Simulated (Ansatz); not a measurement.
# Breaking a bond in SiH4 (silane)

SiH4 has 5 atoms, charge 0, and is taken as a singlet. As SMILES, `[SiH4]`. The shape is that of a PBE0-D4/def2-TZVP optimisation.

```tsv
atom	x (Å)	y (Å)	z (Å)
Si	0.0000	0.0000	-0.0001
H	0.9676	-0.6884	0.8909
H	-1.3310	0.0449	0.6560
H	-0.1051	-0.7403	-1.2826
H	0.4685	1.3838	-0.2642
```

The Si1–H2 distance is scanned; the parts on either side stay rigid. Basis 6-31G, 5 core orbitals frozen in the correlated methods; program Ansatz 0.2.0. FCI is exact within this basis and core. Energies in eV from each method's value at 1.485 Å; methods without a U are spin-restricted. The shape above is that at 1.485 Å.

| distance (Å) | CAM-B3LYP | RPA@PBE | MP2 | CCSD(T) | CCSDT | CCSDT(Q) | FCI |
| --- | --- | --- | --- | --- | --- | --- | --- |
| 1.485 | 0.00 | 0.00 | 0.00 | 0.00 | 0.00 | 0.00 | 0.00 |
| 1.856 | 0.71 | 0.54 | 0.66 | 0.57 | 0.57 | 0.57 | 0.57 |
| 2.227 | 1.93 | 1.56 | 1.85 | 1.59 | 1.58 | 1.58 | 1.58 |
| 2.969 | 4.04 | 3.13 | 3.82 | 2.96 | 2.95 | 2.95 | 2.95 |
| 3.711 | 5.38 | 3.86 | 4.81 | 3.29 | 3.35 | 3.35 | 3.35 |

Departure from the FCI curve at its largest: CAM-B3LYP +2.03 eV at 3.71 Å; RPA@PBE +0.51 eV at 3.71 Å; MP2 +1.46 eV at 3.71 Å; CCSD(T) -0.06 eV at 3.71 Å; CCSDT within 0.005 eV; CCSDT(Q) within 0.005 eV. Functionals converge differently with the basis, so for them the departure isn't an error alone.

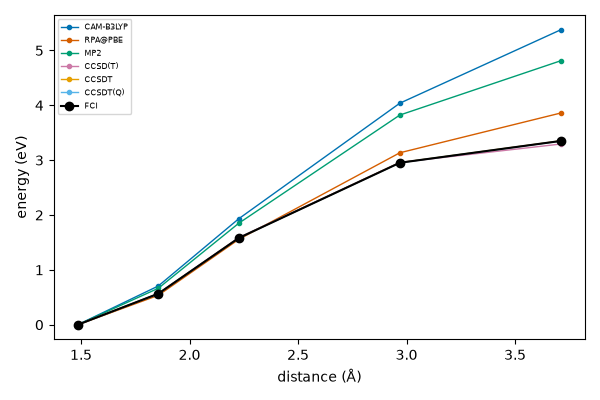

The curves of the table.
